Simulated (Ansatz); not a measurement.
Molecular dynamics of AlNH5ClO2 (part 4 of 4)

AlNH5ClO2; RHF/def2-SVP (Ansatz 0.2.0). It belongs to a series of runs on one base structure; here: dynamics from the highest image of the converged band.

Geometry of the input (Å):
```
Al -0.2638  -0.4179  0.2954
Cl 2.3124  0.5156  -0.0708
O  -0.2922  -1.9868  -0.3140
O  -0.5744  -0.0688  1.9068
H  1.1973  0.9626  -0.7630
N  -0.3839  0.8808  -0.9993
H  -0.1925  -2.8023  0.1439
H  -0.3272  0.5774  2.5403
H  -0.6201  0.5916  -1.9340
H  -0.8558  1.7476  -0.8055
```

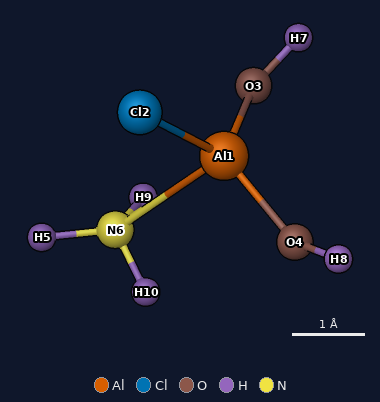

**Figure 1.** The geometry at step 163 of the log (ball-and-stick view, seen at a tilt; atoms are numbered from 1 in the order of the input).

## Trajectory as extended XYZ, continued
```
10
Properties=species:S:1:pos:R:3:forces:R:3 step=121 time_fs=60.5 energy=-24716.60141 temperature=1290.4
Al    0.2486   -0.4087    0.3516   -3.8113  -0.0917   0.8411
Cl    2.1335    0.3920    0.0419    1.3132   0.0907   0.0236
O    -0.3852   -1.8746   -0.3889    1.3873  -0.7167   0.9493
O    -0.6334    0.0508    1.8681    1.7713  -0.5735  -0.5911
H     0.0714    1.3781   -1.5055    8.4730   4.5403  -3.6206
N    -0.6143    0.9339   -1.1924   -6.5480  -4.5793   3.8876
H    -0.1666   -2.7762   -0.0869   -0.4617   1.7491  -0.5762
H    -0.2734   -0.0125    2.7623   -0.4453   0.1412  -1.3385
H    -1.0214    0.4826   -1.9730   -0.4528  -0.9190  -0.5513
H    -1.2177    1.6911   -0.9939   -1.2258   0.3590   0.9762
10
Properties=species:S:1:pos:R:3:forces:R:3 step=126 time_fs=63.0 energy=-24717.00282 temperature=1660.0
Al    0.2847   -0.4035    0.3513   -5.0326  -0.3778   0.7690
Cl    2.1201    0.3761    0.0559    2.3847   0.5279  -0.1369
O    -0.3827   -1.8517   -0.3825    0.8018   1.9016   0.0074
O    -0.6289    0.0521    1.8454    1.0529  -0.3861  -2.4784
H     0.1063    1.4994   -1.6514   -0.8892  -1.3329   0.7400
N    -0.6447    0.9248   -1.1930    1.2507   1.5651  -0.9353
H    -0.1668   -2.7055   -0.1025    0.1786  -1.1353   0.3101
H    -0.2684   -0.0328    2.6974    0.3223   0.0168   0.8092
H    -1.1514    0.5177   -1.9512    0.2922  -1.2501  -0.4760
H    -1.3100    1.6456   -1.0084   -0.3614   0.4709   1.3910
10
Properties=species:S:1:pos:R:3:forces:R:3 step=130 time_fs=65.0 energy=-24716.23829 temperature=934.4
Al    0.3057   -0.3998    0.3524   -5.7285  -0.5144   0.6279
Cl    2.1121    0.3639    0.0669    3.1868   0.8578  -0.2579
O    -0.3782   -1.8292   -0.3769    0.6827   1.9395  -0.2048
O    -0.6221    0.0520    1.8214    0.9544  -0.2827  -2.2731
H     0.1628    1.5837   -1.7693   -3.7086  -3.1000   2.5492
N    -0.6698    0.9191   -1.1939    1.0338   3.6392  -3.3509
H    -0.1633   -2.6807   -0.1072    0.2480  -1.5121   0.3925
H    -0.2555   -0.0474    2.6671    0.3274   0.0183   0.9649
H    -1.2446    0.4941   -1.9534    1.5334  -0.4002   0.8063
H    -1.4016    1.6281   -0.9628    1.4706  -0.6453   0.7459
10
Properties=species:S:1:pos:R:3:forces:R:3 step=135 time_fs=67.5 energy=-24716.67825 temperature=1354.4
Al    0.3203   -0.3963    0.3549   -5.9360  -0.4912   0.3584
Cl    2.1072    0.3501    0.0803    3.8829   1.1635  -0.3853
O    -0.3701   -1.7964   -0.3703    1.1997  -1.7530   0.4095
O    -0.6100    0.0509    1.7848    1.5609  -0.3350   0.4592
H     0.0448    1.5311   -1.7851   -2.6667  -2.0027   2.0721
N    -0.6973    0.9251   -1.2072    0.1064   2.1452  -2.1154
H    -0.1518   -2.7048   -0.0996   -0.4860   1.6017  -0.5347
H    -0.2290   -0.0626    2.6642   -0.6052   0.2958  -1.1190
H    -1.2828    0.4427   -1.9166    1.3354  -0.1336   0.7271
H    -1.4409    1.5756   -0.8679    1.6086  -0.4907   0.1281
10
Properties=species:S:1:pos:R:3:forces:R:3 step=140 time_fs=70.0 energy=-24716.40396 temperature=1100.6
Al    0.3219   -0.3938    0.3582   -5.2608  -0.2260  -0.1611
Cl    2.1087    0.3382    0.0931    4.0645   1.2422  -0.4219
O    -0.3577   -1.7686   -0.3626    0.5754  -0.8641  -0.3420
O    -0.5926    0.0487    1.7489    0.6152   0.0605   0.1050
H    -0.1823    1.4000   -1.7184    6.8476   6.1568  -5.7510
N    -0.7265    0.9374   -1.2265   -5.6846  -6.3466   6.7210
H    -0.1634   -2.6582   -0.1167   -0.1545   0.0769  -0.1242
H    -0.2312   -0.0622    2.6126   -0.1740   0.1951   0.0718
H    -1.2504    0.3762   -1.8431   -0.5414  -1.0952  -0.5426
H    -1.3947    1.4997   -0.7601   -0.2874   0.8005   0.4450
10
Properties=species:S:1:pos:R:3:forces:R:3 step=144 time_fs=72.0 energy=-24716.98324 temperature=1637.6
Al    0.3147   -0.3922    0.3606   -4.1252   0.1920  -0.8176
Cl    2.1149    0.3302    0.1028    3.8746   1.1449  -0.3801
O    -0.3462   -1.7488   -0.3572   -0.1262   0.8225  -1.2013
O    -0.5768    0.0471    1.7206   -0.4763   0.4925  -0.4787
H    -0.1718    1.4736   -1.8253    0.1340   0.5476   0.1315
N    -0.7615    0.9338   -1.2277    1.7732  -1.2967   0.8185
H    -0.1804   -2.6143   -0.1370    0.2568  -2.2234   0.4194
H    -0.2419   -0.0531    2.5705    0.3443   0.0627   1.5488
H    -1.2378    0.2833   -1.7996   -0.7937  -0.5722  -0.2442
H    -1.3611    1.4666   -0.6576   -0.8615   0.8300   0.2037
10
Properties=species:S:1:pos:R:3:forces:R:3 step=149 time_fs=74.5 energy=-24716.18704 temperature=884.7
Al    0.2977   -0.3897    0.3618   -2.0572   0.8546  -1.7867
Cl    2.1285    0.3219    0.1143    3.3073   0.9084  -0.2924
O    -0.3320   -1.7235   -0.3543   -0.0959  -3.2413  -1.0023
O    -0.5585    0.0466    1.6852   -0.6437   0.7527   3.0190
H    -0.1380    1.6019   -1.9613   -3.3142  -3.0149   3.5650
N    -0.8007    0.9236   -1.2251    3.1382   1.5354  -1.8630
H    -0.1937   -2.6466   -0.1475   -0.2520   0.9290  -0.3107
H    -0.2447   -0.0360    2.5805   -0.4291   0.2910  -0.5612
H    -1.2569    0.1502   -1.7508    0.1387   1.5614   0.8665
H    -1.3550    1.4593   -0.5313    0.2080  -0.5764  -1.6343
10
Properties=species:S:1:pos:R:3:forces:R:3 step=153 time_fs=76.5 energy=-24716.43947 temperature=1125.5
Al    0.2805   -0.3864    0.3600   -0.3878   1.2580  -2.5186
Cl    2.1435    0.3164    0.1232    2.6848   0.6856  -0.2277
O    -0.3210   -1.7107   -0.3548   -0.3821  -4.4002  -1.2426
O    -0.5457    0.0483    1.6641   -1.2404   1.1026   4.4566
H    -0.2416    1.5871   -1.9287   -2.4779  -2.6183   2.7337
N    -0.8224    0.9195   -1.2281    2.2366   1.2239  -0.5994
H    -0.2119   -2.6515   -0.1649   -0.2676   1.5327  -0.4003
H    -0.2606   -0.0113    2.5770   -0.5232   0.3019  -0.9725
H    -1.2710    0.1001   -1.6807    0.1471   1.6333   0.5416
H    -1.3473    1.4359   -0.4909    0.2107  -0.7197  -1.7707
10
Properties=species:S:1:pos:R:3:forces:R:3 step=158 time_fs=79.0 energy=-24716.23987 temperature=938.2
Al    0.2585   -0.3797    0.3526    1.1431   1.4580  -3.0439
Cl    2.1662    0.3106    0.1339    1.8536   0.4156  -0.1649
O    -0.3087   -1.7080   -0.3599   -0.8398  -0.9964  -1.9648
O    -0.5342    0.0542    1.6516   -2.3696   1.4020   2.6139
H    -0.4665    1.4731   -1.7904    4.2131   5.9119  -6.5862
N    -0.8425    0.9162   -1.2311   -2.1820  -6.4842   7.7090
H    -0.2467   -2.6014   -0.2035    0.0397  -2.0202   0.2269
H    -0.3035    0.0352    2.5390    0.1537   0.2190   1.4948
H    -1.2867    0.1114   -1.5722   -0.8162  -0.5739  -0.8932
H    -1.3347    1.3769   -0.5209   -1.1956   0.6681   0.6083
10
Properties=species:S:1:pos:R:3:forces:R:3 step=163 time_fs=81.5 energy=-24716.93174 temperature=1590.2
Al    0.2388   -0.3698    0.3385    1.8340   1.6234  -2.9814
Cl    2.1921    0.3054    0.1444    1.1839   0.2043  -0.1155
O    -0.2993   -1.7111   -0.3720   -0.7859  -2.8198  -1.6209
O    -0.5312    0.0653    1.6503   -2.0912   1.3547   3.7973
H    -0.5368    1.5832   -1.9124   -0.4796  -1.4953   0.7970
N    -0.8658    0.8941   -1.2103    2.4972   0.8365   0.4431
H    -0.2820   -2.6367   -0.2345   -0.0289  -0.0510  -0.0419
H    -0.3434    0.0954    2.5663   -0.1024   0.1941   0.1205
H    -1.3475    0.0976   -1.5119   -0.8387  -0.7989  -1.2743
H    -1.3876    1.3529   -0.5244   -1.1885   0.9520   0.8761
10
Properties=species:S:1:pos:R:3:forces:R:3 step=167 time_fs=83.5 energy=-24716.48636 temperature=1174.3
Al    0.2259   -0.3593    0.3225    1.7313   1.6127  -2.4261
Cl    2.2144    0.3016    0.1526    0.7238   0.0767  -0.1008
O    -0.2940   -1.7205   -0.3862   -0.7566  -4.2945  -1.2103
O    -0.5345    0.0778    1.6590   -1.5702   1.2316   4.4120
H    -0.5778    1.6656   -2.0335   -1.3651  -3.9754   3.7635
N    -0.8796    0.8747   -1.1880    0.0471   2.5352  -1.3278
H    -0.3105   -2.6797   -0.2590    0.0670   1.8611  -0.2116
H    -0.3777    0.1516    2.6012   -0.2330   0.0237  -1.3160
H    -1.4290    0.0566   -1.5151    0.6647   1.3741  -0.3436
H    -1.4780    1.3711   -0.4932    0.6908  -0.4453  -1.2392
10
Properties=species:S:1:pos:R:3:forces:R:3 step=172 time_fs=86.0 energy=-24717.17266 temperature=1830.3
Al    0.2131   -0.3430    0.2978    1.0098   1.1620  -1.2799
Cl    2.2432    0.2969    0.1628    0.1652  -0.0445  -0.1221
O    -0.2898   -1.7449   -0.4080   -0.3410  -0.2644  -1.0334
O    -0.5439    0.0974    1.6832   -1.1412   0.5022   0.6722
H    -0.6949    1.5667   -1.9928   -0.2747  -2.5344   2.7791
N    -0.8972    0.8596   -1.1651   -2.0943   1.3648  -1.0381
H    -0.3429   -2.6568   -0.2980    0.0148  -1.0533   0.2083
H    -0.4300    0.2243    2.5915    0.1715   0.1772   0.7294
H    -1.4956    0.0741   -1.5363    1.2222   1.4353   0.2956
H    -1.5551    1.3717   -0.5147    1.2678  -0.7448  -1.2110
10
Properties=species:S:1:pos:R:3:forces:R:3 step=177 time_fs=88.5 energy=-24716.84094 temperature=1521.7
Al    0.2026   -0.3242    0.2703    0.3730   0.5008  -0.0380
Cl    2.2723    0.2922    0.1727   -0.3456  -0.1259  -0.1716
O    -0.2869   -1.7713   -0.4337   -0.0176   0.8648  -0.5823
O    -0.5576    0.1190    1.7108   -0.4852   0.0110  -0.8376
H    -0.8158    1.3624   -1.8435    2.6945   6.2046  -7.6875
N    -0.9228    0.8476   -1.1431   -1.1195  -5.8296   7.2645
H    -0.3746   -2.6815   -0.3263    0.0275  -0.9859   0.2805
H    -0.4741    0.3072    2.6133    0.2520   0.1565   0.5850
H    -1.5013    0.1605   -1.5455   -0.5714  -1.7230  -0.1972
H    -1.5704    1.3380   -0.5951   -0.8077   0.9268   1.3842
10
Properties=species:S:1:pos:R:3:forces:R:3 step=181 time_fs=90.5 energy=-24717.26468 temperature=1912.1
Al    0.1949   -0.3082    0.2480    0.0440   0.0144   0.8076
Cl    2.2953    0.2882    0.1804   -0.6780  -0.1700  -0.2138
O    -0.2847   -1.7903   -0.4559   -0.1617  -1.2068  -0.0316
O    -0.5700    0.1364    1.7310    0.0024   0.2091   0.1934
H    -0.8209    1.3777   -1.9411    1.4888   0.6884   0.1927
N    -0.9465    0.8257   -1.1104    0.6970   0.0034  -1.0263
H    -0.3981   -2.7427   -0.3372    0.3773   1.8326   0.0241
H    -0.4985    0.3794    2.6552    0.1867  -0.3554  -1.4084
H    -1.5204    0.1726   -1.5581   -0.8890  -2.2242  -0.1315
H    -1.6056    1.3420   -0.6145   -1.0675   1.2084   1.5939
10
Properties=species:S:1:pos:R:3:forces:R:3 step=186 time_fs=93.0 energy=-24716.65155 temperature=1332.5
Al    0.1853   -0.2883    0.2219   -0.2260  -0.5753   1.6111
Cl    2.3228    0.2830    0.1897   -1.0599  -0.2184  -0.2632
O    -0.2823   -1.8170   -0.4838    0.2164   1.2327   0.1005
O    -0.5854    0.1587    1.7559    0.2609  -0.3979  -1.8768
H    -0.7519    1.4413   -2.0636   -0.1327  -2.5264   4.6933
N    -0.9759    0.7975   -1.0724   -2.1389   2.7596  -5.0582
H    -0.4090   -2.7377   -0.3476    0.2173   0.2435   0.2680
H    -0.5179    0.4532    2.6444    0.3471  -0.0712  -0.2377
H    -1.5759    0.0905   -1.5696    1.0406   0.5620   1.3226
H    -1.6862    1.3941   -0.5699    1.4754  -1.0086  -0.5596
10
Properties=species:S:1:pos:R:3:forces:R:3 step=191 time_fs=95.5 energy=-24717.02998 temperature=1693.2
Al    0.1752   -0.2697    0.1994   -0.2994  -1.0397   2.1994
Cl    2.3486    0.2774    0.1986   -1.4170  -0.2405  -0.3234
O    -0.2791   -1.8387   -0.5114    0.5907   3.8322  -0.0414
O    -0.6000    0.1793    1.7737    0.3465  -1.0890  -3.6630
H    -0.6863    1.3686   -1.9285   -0.5311  -1.7088   2.9379
N    -1.0128    0.7802   -1.0546   -1.1764   1.7299  -3.1095
H    -0.4082   -2.7245   -0.3402   -0.0516  -1.7084   0.6607
H    -0.5163    0.5251    2.6217    0.5099   0.4165   0.9949
H    -1.5813    0.0284   -1.5121    0.8009   0.8913   0.9432
H    -1.6941    1.3978   -0.5474    1.2275  -1.0834  -0.5989
10
Properties=species:S:1:pos:R:3:forces:R:3 step=195 time_fs=97.5 energy=-24716.85139 temperature=1521.1
Al    0.1667   -0.2564    0.1848   -0.1849  -1.3435   2.6349
Cl    2.3675    0.2727    0.2053   -1.6762  -0.2330  -0.3787
O    -0.2751   -1.8468   -0.5335    0.1538   1.1176   0.6465
O    -0.6106    0.1932    1.7788    0.6198  -0.3022  -1.8510
H    -0.6450    1.2477   -1.7082    2.9833   3.5029  -5.0847
N    -1.0464    0.7710   -1.0490   -0.9788  -3.6234   4.6245
H    -0.4073   -2.7702   -0.3097    0.3853   1.3171   0.0397
H    -0.4945    0.5956    2.6355    0.3089  -0.4470  -1.0048
H    -1.5528    0.0121   -1.4268   -0.6676  -0.8036  -0.6008
H    -1.6508    1.3586   -0.5515   -0.9437   0.8153   0.9744
10
Properties=species:S:1:pos:R:3:forces:R:3 step=200 time_fs=100.0 energy=-24716.84069 temperature=1503.1
Al    0.1557   -0.2426    0.1720   -0.0746  -1.6929   3.0086
Cl    2.3886    0.2664    0.2131   -1.9368  -0.2123  -0.4325
O    -0.2695   -1.8528   -0.5589    0.1626   1.1820   0.9035
O    -0.6218    0.2095    1.7786    0.7755  -0.2447  -1.8216
H    -0.4589    1.2428   -1.6463   -0.8916  -0.2054  -0.5594
N    -1.0905    0.7485   -1.0285    3.3413   0.1652   0.4702
H    -0.3867   -2.7637   -0.2693    0.3828   1.4356  -0.1177
H    -0.4508    0.6608    2.6037    0.2346  -0.5518  -1.0311
H    -1.5520   -0.0514   -1.3539   -0.8729  -0.9061  -1.2716
H    -1.6460    1.3538   -0.5057   -1.1209   1.0304   0.8515
```
